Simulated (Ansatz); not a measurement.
The crystal is GaN (P6_3mc).

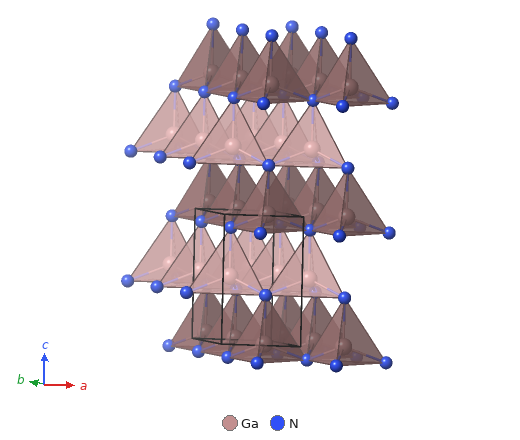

The structure (gallium pink, nitrogen blue). 2×3×2 cells are drawn. Some periodic images of atoms are drawn too.

The database entry behind the starting cell has ideal inner coordinates that were not refined, so it need not match the best structure at ambient conditions.

```
Ga N
1.0
     3.19000    0.00000    0.00000
    -1.59500    2.76262    0.00000
     0.00000    0.00000    5.18900
Ga N
2 2
Direct
  0.66667 0.33333 0.00000
  0.33333 0.66667 0.50000
  0.66667 0.33333 0.37500
  0.33333 0.66667 0.87500
```

The cell and positions come from the Crystallography Open Database and are kept as given unless a step says otherwise.

Gaps computed with Ansatz 0.2.0 without a self-energy: PBE 1.89 eV, PBE+SOC 1.89 eV, HSE06 3.15 eV and HSE06+SOC 3.14 eV.

Q: What gap should G0W0 on PBE give (12×12×6 mesh, 190 empty bands, screening to 150 eV, hard PAW files)?

About 3.04 eV: on its mesh the run moves the gap from 1.91 eV by +1.14 eV. Among the scalar-relativistic levels given, HSE06 is nearest (+0.11 eV). Bands and cutoff are finite, so the gap is not at the basis limit. The miss can reach some tenths of an eV and take either sign; the mesh is an error of its own. The many-body steps are scalar-relativistic: spin-orbit coupling is not in them.

[Paths, hosts, dates, memory and timing lines, banners, echoed tables and standing remarks are left out of the program output.]

[Logs are printed without paths, hosts, clocks, repeated set-up lines and the standing remarks that a program may print on its own settings, such as how far it seeks lower states.]

[Runs of the session that timed out or met a known fault of the program may be left out.]

[Cells called generated may have been cut or substituted from an entry of the Crystallography Open Database or the Materials Project.]

[Hosts, paths, dates, database ids (printed as entryN), source tags and the programs' standing remarks are cut or masked in the printed files.]
